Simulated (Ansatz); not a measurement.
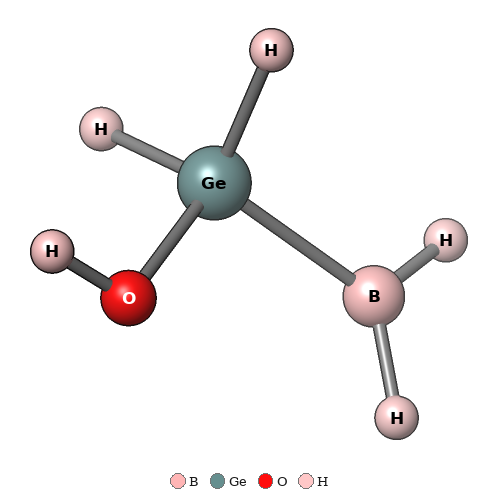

Atoms fade into the background with distance from the viewer. Computed geometry: PBE0-D4/def2-TZVP optimisation. No frequency run is at hand to confirm it as a minimum.

**List the symmetry elements and name the point group.**

It has 1 mirror plane, so the point group is Cs. The group has 2 operations. The geometry is achiral, and symmetry allows a dipole moment.
